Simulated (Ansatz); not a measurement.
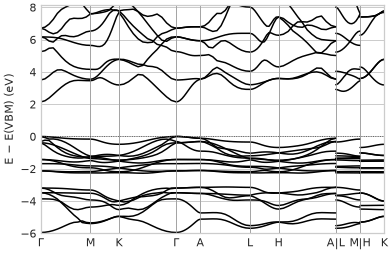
Band structure from r²SCAN+D4 in the plane-wave PAW code Ansatz

### Question
Read off the gap and where the band edges lie.

### Answer
About 2.1 eV (2.14 eV by a search for the band edges); maximum at Γ, minimum at Γ.

### Question
Pick the material that matches.
A) In2Se3, La2O3 or Ni2Al3 type
B) MgSnS2, P-3m1 (S on 2d, Sn on 1a, Mg on 1b)
C) CaI2, CdI2 type
D) CuI, P-3m1 (Cu on 2d, I on 2d)

### Answer
D, CuI, P-3m1 (Cu on 2d, I on 2d)

The workflow started from a Materials Project entry (that database holds measured and hypothetical structures alike); the Crystallography Open Database copy checked does not list it. It is not the phase usual at ambient conditions (space group No. 216). Symmetry was held in the r²SCAN+D4 relaxation; whether a distortion lowers the energy is not shown. No spin polarisation was allowed. Scalar-relativistic: spin–orbit coupling is off unless named, which matters more the heavier the elements.

Potentials: the later of the program's two PAW sets.
